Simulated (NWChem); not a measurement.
**BNH6 (SMILES [BH3-][NH3+]) at 6 levels**

Aim: a comparison of 6 runs (BHLYP/def2-TZVP, CAM-B3LYP/def2-TZVP, B2PLYP/def2-TZVP, B3LYP/def2-TZVP, M06-2X/def2-TZVP, wB97X/def2-TZVP) of BNH6. 

The results are computed with NWChem 7.3.0.

### Step 1. The system as given

BNH6 has 8 atoms, charge 0, and is taken as a singlet. As SMILES, `[BH3-][NH3+]`. The shape is that of a PBE0-D4/def2-TZVP optimisation.

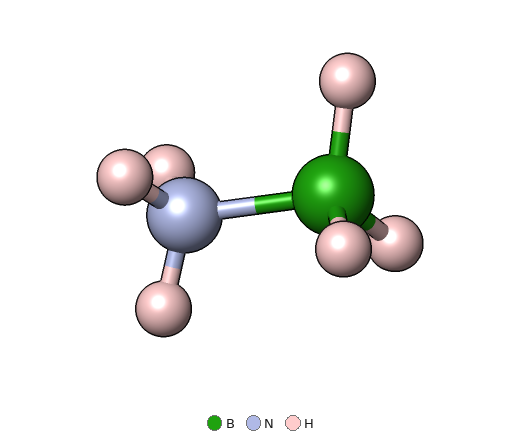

The structure, seen from a chosen angle (boron green, nitrogen light blue, hydrogen pink).

### Step 2. Energy and forces at BHLYP/def2-TZVP (run 1)

Input file bh6n.xyz:

```xyz
8

B     -0.191300     0.250800    -0.775400
N      0.206500    -0.255100     0.731700
H     -0.078200    -0.728400    -1.481000
H     -1.332600     0.649700    -0.687200
H      0.604400     1.126600    -1.038400
H      0.140800     0.507000     1.398700
H      1.156600    -0.611300     0.755300
H     -0.414000    -0.996500     1.040500
```

Input file bh6n.nw:

```
start bh6n
memory 2200 mb
charge 0

geometry units angstroms noautosym nocenter noautoz
  load bh6n.xyz
end

basis spherical bse
  * library def2-TZVP
end

dft
  xc bhlyp
  grid fine
  convergence energy 1e-08
  maxiter 100
  mulliken
  print low
end

task dft gradient
```

Command:

```bash
$ nwchem bh6n.nw > bh6n.out
```

The program printed:

```text
[...]
 d= 0,ls=0.0,diis     1    -83.1574844684 -1.24D+02  3.94D-03  2.47D-01     1.2
[...]
 d= 0,ls=0.0,diis     8    -83.1924457584 -4.32D-10  1.67D-07  1.97D-10     8.3
         Total DFT energy =      -83.192445758444
      One electron energy =     -191.149936815521
           Coulomb energy =       80.380804554377
    Exchange-Corr. energy =      -13.177879232261
 Nuclear repulsion energy =       40.754565734962
[...]
      Total Density - Mulliken Population Analysis
     ---------------------------------------------
    Atom       Charge   Shell Charges
 -----------   ------   -------------------------------------------------------
    1 B    5     5.22   0.91  1.06  0.47  0.48  0.07  1.04  0.88  0.22  0.04  0.04  0.01
    2 N    7     7.44   0.82  1.16  0.55  0.81  0.12  1.57  1.69  0.69  0.01  0.03  0.00
    3 H    1     1.06   0.26  0.52  0.27  0.01
    4 H    1     1.06   0.26  0.52  0.27  0.01
    5 H    1     1.06   0.26  0.52  0.27  0.01
    6 H    1     0.72   0.27  0.38  0.04  0.03
    7 H    1     0.72   0.27  0.38  0.04  0.03
    8 H    1     0.72   0.27  0.38  0.04  0.03
[...]
                         DFT ENERGY GRADIENTS
    atom               coordinates                        gradient
                 x          y          z           x          y          z
   1 B      -0.361505   0.473943  -1.465294    0.001222  -0.001514   0.004562
   2 N       0.390228  -0.482069   1.382713   -0.002124   0.002678  -0.007876
   3 H      -0.147777  -1.376476  -2.798684    0.000337  -0.003165  -0.002435
   4 H      -2.518249   1.227755  -1.298620   -0.003766   0.001341   0.000166
   5 H       1.142150   2.128965  -1.962291    0.002555   0.002892  -0.000974
   6 H       0.266073   0.958091   2.643160   -0.000471   0.005299   0.004482
   7 H       2.185657  -1.155189   1.427310    0.006566  -0.002438   0.000056
   8 H      -0.782347  -1.883112   1.966260   -0.004319  -0.005094   0.002018
 Task  times  cpu:       11.6s     wall:       11.6s
 Total times  cpu:       11.6s     wall:       11.6s
```

Run time: 12 s. Hardware: 1 thread of AMD EPYC 9R45 (Zen 5), shared host; peak memory 0.13 GiB.

### Step 3. Energy and forces at CAM-B3LYP/def2-TZVP (run 2)

Input file m1.nw:

```
start m1
title "BH6N"
memory stack 880 mb heap 220 mb global 1100 mb
geometry units angstrom noautosym nocenter noautoz
B    -0.191300    0.250800   -0.775400
N     0.206500   -0.255100    0.731700
H    -0.078200   -0.728400   -1.481000
H    -1.332600    0.649700   -0.687200
H     0.604400    1.126600   -1.038400
H     0.140800    0.507000    1.398700
H     1.156600   -0.611300    0.755300
H    -0.414000   -0.996500    1.040500
end
basis spherical bse
B library def2-TZVP
N library def2-TZVP
H library def2-TZVP
end
dft
xc xcamb88 1.00 lyp 0.81 vwn_5 0.19 hfexch 1.00
cam 0.33 cam_alpha 0.19 cam_beta 0.46
grid fine
convergence energy 1e-08
direct
iterations 100
mulliken
print low
end
task dft gradient
```

Command:

```bash
$ nwchem m1.nw > m1.out
```

The program printed:

```text
[...]
 d= 0,ls=0.0,diis     1    -83.1608071551 -1.24D+02  4.17D-03  3.33D-01     4.4
[...]
 d= 0,ls=0.0,diis     8    -83.1975171432 -8.72D-10  3.08D-07  3.21D-10    34.9
         Total DFT energy =      -83.197517143221
      One electron energy =     -191.152599845627
           Coulomb energy =       80.368026095235
    Exchange-Corr. energy =      -13.167509127792
 Nuclear repulsion energy =       40.754565734962
[...]
      Total Density - Mulliken Population Analysis
     ---------------------------------------------
    Atom       Charge   Shell Charges
 -----------   ------   -------------------------------------------------------
    1 B    5     5.25   0.91  1.06  0.47  0.46  0.09  1.08  0.86  0.24  0.04  0.03  0.01
    2 N    7     7.43   0.82  1.15  0.55  0.78  0.15  1.60  1.63  0.71  0.01  0.02  0.00
    3 H    1     1.05   0.27  0.50  0.28  0.01
    4 H    1     1.05   0.27  0.50  0.28  0.01
    5 H    1     1.05   0.27  0.50  0.28  0.01
    6 H    1     0.72   0.27  0.38  0.04  0.03
    7 H    1     0.72   0.27  0.38  0.04  0.03
    8 H    1     0.72   0.27  0.38  0.04  0.03
[...]
                         DFT ENERGY GRADIENTS
    atom               coordinates                        gradient
                 x          y          z           x          y          z
   1 B      -0.361505   0.473943  -1.465294    0.000812  -0.000992   0.003010
   2 N       0.390228  -0.482069   1.382713   -0.000575   0.000709  -0.002009
   3 H      -0.147777  -1.376476  -2.798684    0.000200  -0.001680  -0.001174
   4 H      -2.518249   1.227755  -1.298620   -0.001935   0.000664   0.000182
   5 H       1.142150   2.128965  -1.962291    0.001348   0.001466  -0.000408
   6 H       0.266073   0.958091   2.643160    0.000072  -0.000188   0.000071
   7 H       2.185657  -1.155189   1.427310   -0.000067  -0.000022   0.000190
   8 H      -0.782347  -1.883112   1.966260    0.000145   0.000044   0.000138
 Task  times  cpu:       59.0s     wall:       59.0s
 Total times  cpu:       59.0s     wall:       59.0s
```

Run time: 60 s. Hardware: 1 thread of AMD EPYC 9R45 (Zen 5), shared host; peak memory 0.12 GiB.

Runs 3 to 5 aren't shown in full; the table further down has their settings and results.

### Step 4. Energy and forces at wB97X/def2-TZVP (run 6)

Input file bh6n.nw:

```
start bh6n
title "BH6N wB97X"
memory stack 880 mb heap 220 mb global 1100 mb
charge 0

geometry units angstroms noautosym nocenter noautoz
 B     -0.191300     0.250800    -0.775400
 N      0.206500    -0.255100     0.731700
 H     -0.078200    -0.728400    -1.481000
 H     -1.332600     0.649700    -0.687200
 H      0.604400     1.126600    -1.038400
 H      0.140800     0.507000     1.398700
 H      1.156600    -0.611300     0.755300
 H     -0.414000    -0.996500     1.040500
end

basis spherical bse
 * library def2-TZVP
end

dft
 xc wb97x
 mult 1
 grid fine
 convergence energy 1e-08
 maxiter 100
 mulliken
 noprint "final vectors analysis"
end

task dft gradient
```

Command:

```bash
$ nwchem bh6n.nw > bh6n.out
```

The program printed:

```text
[...]
          Wavefunction type:  closed shell.
          No. of atoms     :     8
          No. of electrons :    18
[...]
          Charge           :     0
          Spin multiplicity:     1
[...]
          AO basis - number of functions:    98
[...]
              XC Information
              --------------
                       wb97x  Method XC Functional
                     Hartree-Fock (Exact) Exchange  1.000
                         wb97x Exchange Functional  1.000
                      wb97x Correlation Functional  1.000
[...]
 d= 0,ls=0.0,diis     1    -83.1859968878 -1.24D+02  3.59D-03  3.03D-01     4.3
[...]
 d= 0,ls=0.0,diis     8    -83.2210278214 -2.79D-09  9.82D-07  8.04D-10    34.9
         Total DFT energy =      -83.221027821418
      One electron energy =     -191.147671017469
           Coulomb energy =       80.369485452599
    Exchange-Corr. energy =      -13.197407991510
 Nuclear repulsion energy =       40.754565734962
[...]
      Total Density - Mulliken Population Analysis
     ---------------------------------------------
    Atom       Charge   Shell Charges
 -----------   ------   -------------------------------------------------------
    1 B    5     5.23   0.92  1.06  0.47  0.47  0.07  1.05  0.91  0.21  0.04  0.03  0.01
    2 N    7     7.44   0.82  1.15  0.55  0.78  0.14  1.58  1.68  0.70  0.01  0.03  0.00
    3 H    1     1.06   0.26  0.50  0.29  0.01
    4 H    1     1.06   0.26  0.50  0.29  0.01
    5 H    1     1.06   0.26  0.50  0.29  0.01
    6 H    1     0.72   0.27  0.38  0.04  0.03
    7 H    1     0.72   0.27  0.38  0.04  0.03
    8 H    1     0.72   0.27  0.38  0.04  0.03
[...]
  wavefunction    = closed shell
[...]
                         DFT ENERGY GRADIENTS
    atom               coordinates                        gradient
                 x          y          z           x          y          z
   1 B      -0.361505   0.473943  -1.465294    0.000750  -0.000913   0.002765
   2 N       0.390228  -0.482069   1.382713   -0.001184   0.001483  -0.004314
   3 H      -0.147777  -1.376476  -2.798684   -0.000031   0.000262   0.000186
   4 H      -2.518249   1.227755  -1.298620    0.000306  -0.000111  -0.000024
   5 H       1.142150   2.128965  -1.962291   -0.000231  -0.000250   0.000078
   6 H       0.266073   0.958091   2.643160    0.000006   0.000540   0.000691
   7 H       2.185657  -1.155189   1.427310    0.000833  -0.000356   0.000200
   8 H      -0.782347  -1.883112   1.966260   -0.000449  -0.000656   0.000418
[...]
```

Run time: 58 s. Hardware: 1 thread of AMD EPYC 9R45 (Zen 5), shared host; peak memory 0.12 GiB.

### Step 5. All runs side by side

```csv
run,level,task,frozen core orbitals,energy (Eh),largest force (eV/Å),wall time
1,BHLYP/def2-TZVP,gradient,–,-83.192446,0.441,12 s
2,CAM-B3LYP/def2-TZVP,gradient,–,-83.197517,0.168,60 s
3,B2PLYP/def2-TZVP,energy,2,-83.158426,–,11 s
4,B3LYP/def2-TZVP,gradient,–,-83.256989,0.282,12 s
5,M06-2X/def2-TZVP,gradient,–,-83.196676,0.253,16 s
6,wB97X/def2-TZVP,gradient,–,-83.221028,0.242,58 s
```

### Step 6. What came out

| quantity | value |
| --- | --- |
| run 6: total energy | -83.22103 Eh |
| run 6: dipole moment | 5.50 D |
| run 6: largest force on an atom | 0.242 eV/Å |

Over runs 3, 4, 5, 6 the dipole moment (its size) runs from 5.39 D (M06-2X/def2-TZVP) to 5.50 D (wB97X/def2-TZVP). Totals of different functionals can't be ranked against each other. All runs together took 2.8 min, the longest 60 s.
